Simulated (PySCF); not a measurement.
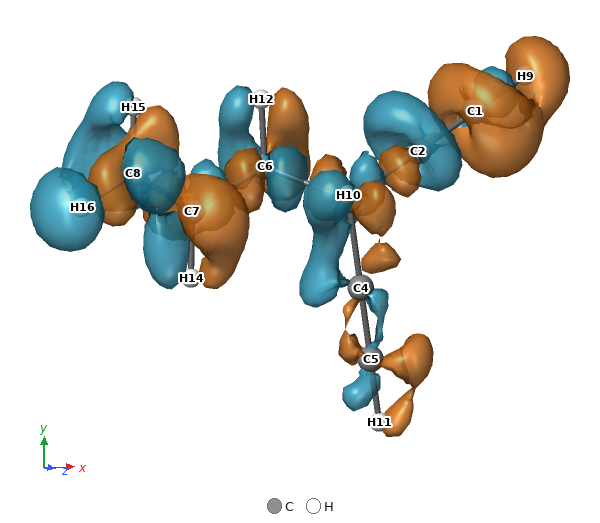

Figure. C8H8, SMILES `C#CC(C#C)CC=C`. Change of the electron density in a uniform field of 0.51 V/Å, surfaces at ±0.006 e/Å³ (light blue: gain, orange: loss).

Level of theory: PBE0/def2-SVP (PySCF), at a geometry from GFN2-xTB. No frequency check shows the geometry to be a minimum. A basis without diffuse functions makes polarisabilities too small.

Cartesian coordinates (Å):

```
C1       2.6849    1.4839   -0.0588
C2       1.6885    0.8600    0.1623
C3       0.4716    0.0978    0.3987
C4       0.7381   -1.3109    0.1493
C5       0.9650   -2.4617   -0.0859
C6      -0.6683    0.6142   -0.5105
C7      -1.9585   -0.0693   -0.1908
C8      -3.0467    0.5533    0.2206
H9       3.5597    2.0339   -0.2390
H10      0.1745    0.2220    1.4495
H11      1.1593   -3.4744   -0.2779
H12     -0.7662    1.6936   -0.3759
H13     -0.3945    0.4180   -1.5513
H14     -1.9470   -1.1461   -0.3023
H15     -3.0766    1.6244    0.3413
H16     -3.9571    0.0243    0.4459
```

> Along which Cartesian direction does the field point?

Along +x: electrons gather on the −x side, against the field.

> What dipole is induced, and what polarisability does it imply?

The induced dipole is 2.49 D (along the field); α along this axis, from the fields in both directions, is 97 bohr³ (14.4 Å³).

> Which atoms gain and lose the most charge?

Electrons gather most on C8 (Hirshfeld charge changes by −0.031 e) and leave C1 most (+0.041 e); 0.211 electrons are displaced in all.
